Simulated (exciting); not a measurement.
The S L₂,₃ edge of atom 3 in RbLuS2, space group R-3m, with 3 Lu at 2.72 Å and 3 Rb at 3.29 Å (distorted octahedral, site symmetry 3m), was computed at 2 levels: exchange and screened direct term (singlet BSE) and independent particles. Common settings: exciting, all-electron LAPW+lo, LDA, 2×2×2 shifted k points, 46 conduction bands, |G+q| up to 3 bohr⁻¹ (2.5 in the exchange term), full RPA screening with nempty = 77, Lorentzian half width 0.45 eV.

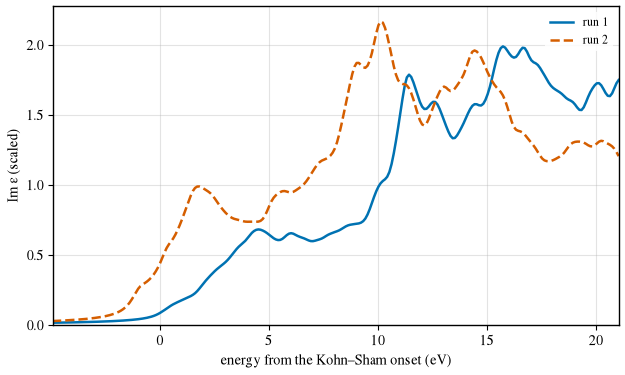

Energy from the Kohn–Sham onset, core level to the lowest empty state found on the meshes used; all runs on one relative scale.

Question: Which run is which, and why?

Run 1: independent particles; highest local maximum in the window at 15.7 eV. Run 2: exchange and screened direct term (singlet BSE); highest local maximum in the window at 10.1 eV. The attractive direct term pulls weight down: the curves pass 0.32 at 2.2 and -0.4 eV in the order of the runs. Fine structure above the first lines is partly noise of the 8-point mesh.

[Hosts, paths, dates, database ids (printed as entryN), source tags and the programs' standing remarks are cut or masked in the printed files.]
